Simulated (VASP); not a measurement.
Band structure of CdF₂ (fluorite). All values below come from revTPSS meta-GGA, VASP's PBE PAW potentials (set 64) (plane waves; VASP).

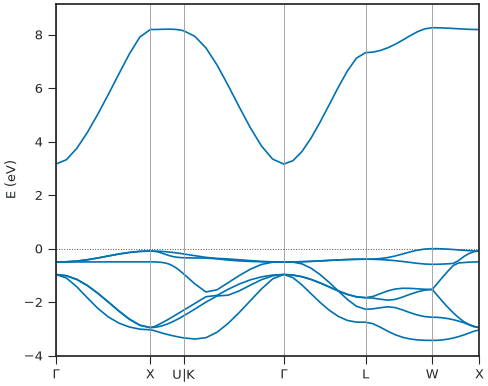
Bands along high-symmetry lines, zero at the valence-band maximum or, without a gap, the Fermi level

Q: Read the plot: is there a gap, and where are the band edges?

A: The gap is indirect, 3.16 eV, from the valence maximum at W to the conduction minimum at Γ.

Measured: gap 7.80 eV (computed value off by -4.64 eV), as given by Giancarlo Cappellini et al., Physical Review B (2013), arXiv:1302.2571.

The compound is CdF2 in the fluorite structure. It was relaxed first.
